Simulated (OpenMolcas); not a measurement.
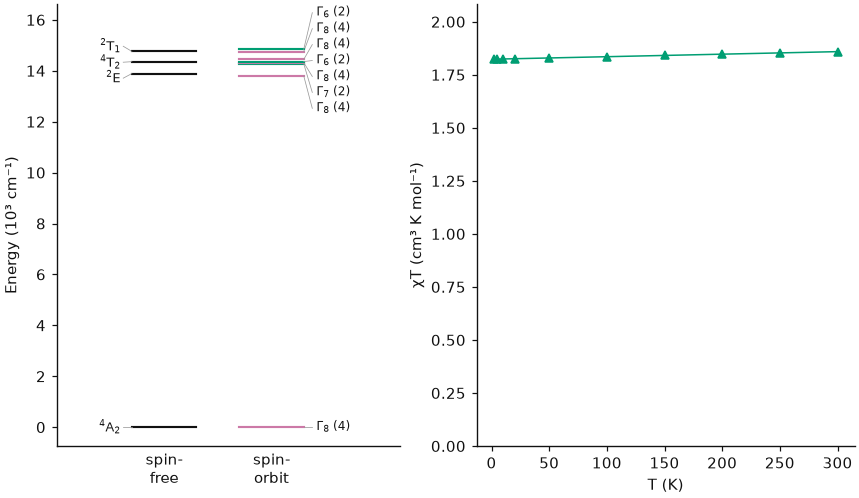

Levels of a 3d ion of charge +2 as a dopant in KCdF₃, a cluster with its 6 nearest F⁻ at 2.025 Å (octahedron) embedded in model potentials and point charges; the geometry was set, not optimised. Labels give the representation in O, Td, D4 or D3 as the site allows (double group for half-integer spin) where it could be assigned and, in brackets, the degeneracy; spin-free states, where drawn, share the zero of the spin-orbit levels. Computed with OpenMolcas: state-averaged SS-CASPT2, IPEA shift 0.25, imaginary shift 0.1 hartree, the open shell active, basis ANO-RCC-VDZP on all atoms, DKH2 scalar Hamiltonian, spin-orbit coupling by RASSI with atomic mean-field integrals. Powder susceptibility by Van Vleck's formula.

Q: Which ion is the dopant?

A: V²⁺ (3d³). The ground level is Γ₈, 4-fold degenerate, 100 % from states of spin multiplicity 4. The next level lies at 13,800 cm⁻¹ (Γ₈). The lowest spin-free state is ⁴A₂, from the free-ion F term; of the same spin there follows at 14,300 cm⁻¹ (⁴T₂) above it. χT is 1.82 cm³ K mol⁻¹ at 2 K and 1.86 at 300 K, an effective moment of 3.86 μB.

Limits of the model: the geometry is set by hand, with no relaxation and no charge compensation.
